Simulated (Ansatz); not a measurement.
**Run report: BH₃SOF₂, frequency calculation**

BH₃SOF₂, computed with RKS r2SCAN/def2-SVP (Ansatz 0.2.0).

It belongs to a series of runs on one base structure; here: vibrations at the highest image of the band.

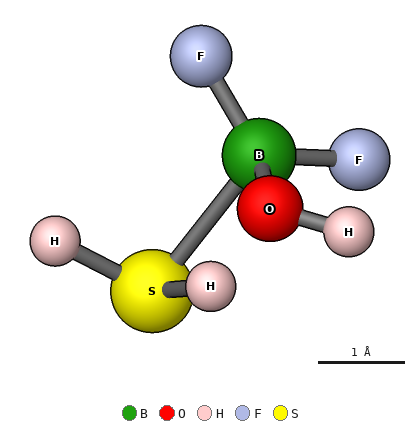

The structure as given in the input (ball-and-stick view, seen at a tilt). Bond lengths as drawn: B–F 1.34 to 1.35 Å, B–O 1.52 Å, B–S 2.12 Å, H–O 0.97 Å and H–S 1.35 to 1.62 Å.

**Results in brief**

- outcome: converged
- total energy: −19031.0049 eV
- mean-field energy: −19031.0049 eV
- largest force (length of the vector): 0.005 eV/Å
- hardware: 2 threads of AMD EPYC (Zen 3), 32 GiB of memory available, shared host
- wall time: 59 s (CPU time 1.9 min)
- peak memory: 0.16 GiB

**Input**
```yaml
crystal:
  periodic: [false, false, false]
  atoms:
    - { symbol: B, position_ang: [0.059509, 0.282436, 0.24997] }
    - { symbol: O, position_ang: [-0.213617, -0.236564, 1.651871] }
    - { symbol: H, position_ang: [-1.055856, -0.719732, 1.673841] }
    - { symbol: F, position_ang: [1.306035, 0.020979, -0.168331] }
    - { symbol: F, position_ang: [-0.964708, 0.012095, -0.585437] }
    - { symbol: S, position_ang: [-0.095465, 2.288806, 0.917023] }
    - { symbol: H, position_ang: [1.205331, 2.369487, 1.276916] }
    - { symbol: H, position_ang: [-0.348927, 1.010793, 1.874846] }
basis:
  gaussian: { orbitals: def2-SVP }
hamiltonian:
  xc: r2scan
phonons: {}
```

Launch command:
```bash
ansatz run input.yaml --threads 2 --pin off --max-ram 3072MiB --backend cpu --events-out ev --progress --plain --runs-dir out
```

**What the program printed**
```
Engine: ansatz 0.2.0, x86_64-unknown-linux-gnu
Functional definition: r2SCAN
  parameter k0 = 0.174
  parameter k1 = 0.065
  parameter a1 = 4.9479
  exchange = r2scan_x(k0 = k0, k1 = k1, a1 = a1)
  correlation = r2scan_c
972 factors; their error is unknown
mean field evaluation 1: about -19026.5222 eV, gradient 5.3e1 eV
mean field evaluation 2: about -19017.5443 eV, gradient 8.9e1 eV
mean field evaluation 4: about -19031.0263 eV, gradient 3.5e0 eV
mean field evaluation 8: about -19031.0532 eV, gradient 7.1e-2 eV
mean field evaluation 16: about -19031.0049 eV, gradient 3.7e-5 eV
mean field -19031.00486689 eV, -699.3765291799 hartree, gradient 3.7e-5 eV, S^2 0.000000; 0 other end points of the search recorded, 0 dependent functions left out
the calculation of the forces begins
reference -19031.00487478 eV, -699.3765294699 hartree; 25, 25 occupied and 64, 64 virtual orbitals, 972 factors
these checks for a lower state are left out or cut short: stability, starts, cluster_reference, orbital_swaps, neighbouring_geometries, increment
972 factors; their error is unknown
mean field -19031.00468172 eV, -699.3765223750 hartree, gradient 8.9e-7 eV, S^2 0.000000; 0 other end points of the search recorded, 0 dependent functions left out
[... from here on the field's lines of each further geometry are left out, up to the last ...]
the calculation of the forces begins
reference -19031.00485182 eV, -699.3765286261 hartree; 25, 25 occupied and 64, 64 virtual orbitals, 972 factors
these checks for a lower state are left out or cut short: stability, starts, cluster_reference, orbital_swaps, neighbouring_geometries, increment
972 factors; their error is unknown
mean field -19031.00484300 eV, -699.3765283019 hartree, gradient 1.3e-6 eV, S^2 0.000000; 0 other end points of the search recorded, 0 dependent functions left out
the calculation of the forces begins
reference -19031.00485089 eV, -699.3765285919 hartree; 25, 25 occupied and 64, 64 virtual orbitals, 972 factors
WARN: phonons: modes at or below zero, which the zero-point energy, F, S and C_V leave out: 1, the lowest at -1037.32 cm⁻¹. A minimum has none, and a first-order saddle one
Total energy: -19031.00487478 eV, -699.3765294699 hartree
Atom 0 at     0.059509     0.282436     0.249970 Å, force    -0.002491     0.003014     0.000289 eV/Å
Atom 1 at    -0.213617    -0.236564     1.651871 Å, force    -0.004036    -0.001253    -0.003042 eV/Å
Atom 2 at    -1.055856    -0.719732     1.673841 Å, force     0.001545    -0.001003     0.003265 eV/Å
Atom 3 at     1.306035     0.020979    -0.168331 Å, force     0.003145    -0.000522     0.000386 eV/Å
Atom 4 at    -0.964708     0.012095    -0.585437 Å, force     0.000978     0.001819     0.000073 eV/Å
Atom 5 at    -0.095465     2.288806     0.917023 Å, force    -0.001545    -0.003486    -0.000984 eV/Å
Atom 6 at     1.205331     2.369487     1.276916 Å, force    -0.000326    -0.000794    -0.000171 eV/Å
Atom 7 at    -0.348927     1.010793     1.874846 Å, force     0.002729     0.002227     0.000185 eV/Å
Dipole moment:    -0.195049    -0.039624     0.514823 e Å
Vibrations: -1037.32 196.11 270.20 282.40 378.50 425.12 498.60 551.00 618.32 633.55 865.95 979.07 1128.67 1271.00 1383.82 1549.09 2701.11 3782.13 cm⁻¹, zero-point energy 1.085769 eV
```

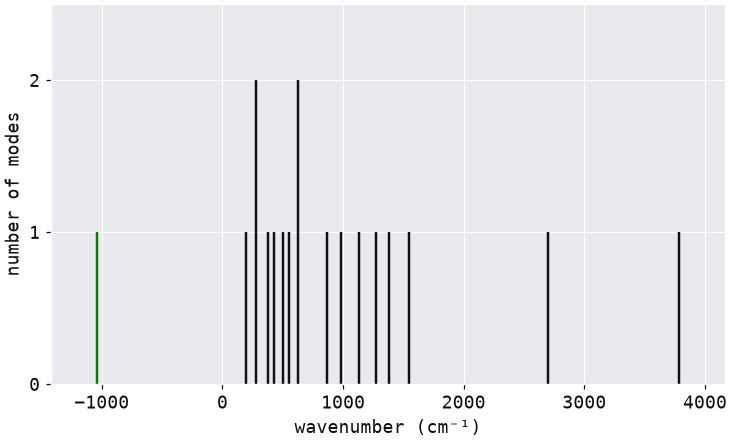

Harmonic vibrational wavenumbers from the force constants; neighbouring modes closer than 22 cm⁻¹ are counted in one stick, and imaginary ones are drawn at negative wavenumbers. 18 modes from 1037i to 3782 cm⁻¹, 1 imaginary beyond 8i (1037i cm⁻¹): a first-order saddle point, if the geometry is stationary.
